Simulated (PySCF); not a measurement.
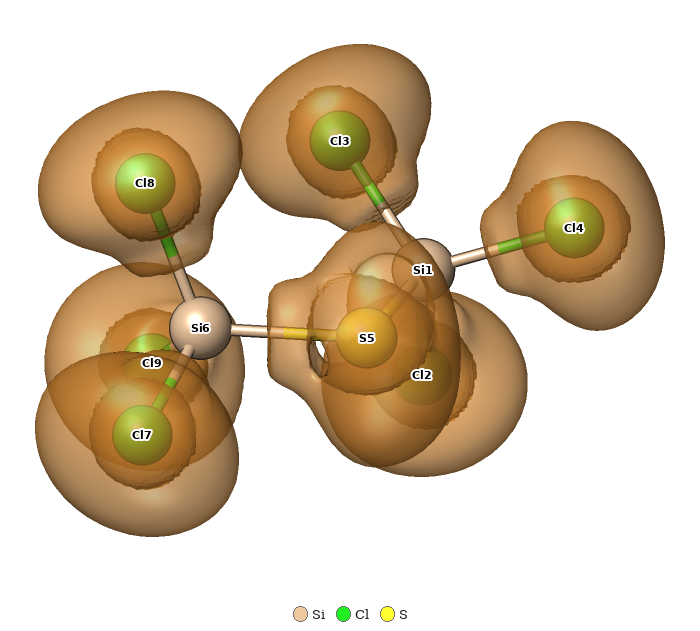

*Cl6SSi2. Isosurface of the ELF at 0.75 (orange), seen at a tilt. Core shells and regions of very low density are left out.*

Geometry: PBE0-D3(BJ)/def2-SVP.

The calculation used PBE0/pcSseg-1, SCF density, gas phase, non-relativistic in PySCF 2.14.0.

```csv
atom,x (Å),y (Å),z (Å)
Si,0.1200,1.6219,-0.3850
Cl,1.9885,1.6966,-1.1952
Cl,-1.1955,0.9799,-1.8049
Cl,-0.4093,3.4885,0.2338
S,0.0726,0.4090,1.3674
Si,-0.0809,-1.5707,0.5933
Cl,0.5361,-2.7857,2.1085
Cl,-1.9994,-2.0488,0.1010
Cl,1.1007,-1.8601,-1.0445
```

Where are the electrons localised?

Answer. The surface consists of six regions on Cl in which the atom's valence shell and bonds are merged and one region on S in which the atom's valence shell and bonds are merged. Along the contacts the grid gives the following. Si–Cl (2.04 Å): the ELF peaks at about 0.90 between the atoms: a polar covalent bond. Si–S (2.13 Å): the ELF peaks at about 0.90 between the atoms; a shared electron pair.
